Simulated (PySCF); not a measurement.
```tsv
atom	x (Å)	y (Å)	z (Å)
C	4.4560	0.5334	0.5552
C	3.4191	0.1433	0.0946
C	2.1832	-0.3340	-0.4860
O	2.1253	-0.8652	-1.5650
O	1.1496	-0.1206	0.3000
Si	-0.4034	-0.5433	-0.1614
C	-0.9349	0.3398	-1.7501
N	-1.2356	0.1188	1.1805
C	-2.6692	0.0541	1.3164
H	5.3630	0.8749	0.9616
H	-0.4191	-2.0030	-0.3201
H	-0.8964	1.4204	-1.6306
H	-1.9471	0.0737	-2.0377
H	-0.2785	0.0733	-2.5730
H	-0.7700	0.1099	2.0761
H	-3.1178	0.1531	0.3319
H	-3.0249	0.8707	1.9467
H	-3.0081	-0.8929	1.7494
```

Geometry: GFN2-xTB.

The calculation used PBE0/pcSseg-1, SCF density, gas phase, non-relativistic (PySCF 2.14.0).

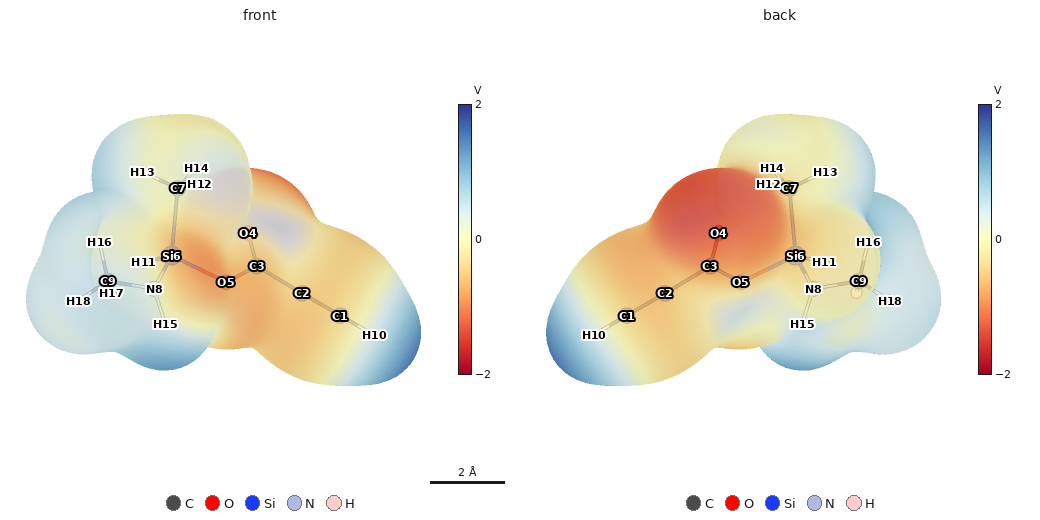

C₅H₉NO₂Si. The electrostatic potential painted on the density surface at 0.001 e/bohr³, seen from the front and from behind; red is negative and blue positive.

### Describe the electrostatic potential map.

The most negative region (about −1.5 V, or −35 kcal/mol for a unit charge) lies over O4, the most positive (about +1.5 V, or +35 kcal/mol for a unit charge) over H10. O4 is the likeliest acceptor of a hydrogen bond.
